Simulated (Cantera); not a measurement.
Charge: 1 mol Al(CH3)3, 23 mol O2, 65 mol N2, at 0.100 bar.

Cantera equilibrium calculation (NASA polynomials, part measured and part estimated; ideal gas, pure solids and liquids). Candidate condensed phases: Al, AlN, Al2O3, C, C6H6, C7H8, C8H18, H2O; 148 gas species. The feed counts by its element totals alone. Kinetics and transport are ignored.

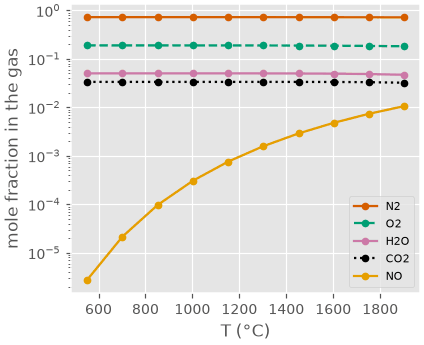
Equilibrium gas composition (values under 1e-9 drawn at 1e-9)

From 552 °C to 1902 °C the condensed part is Al2O3(s).
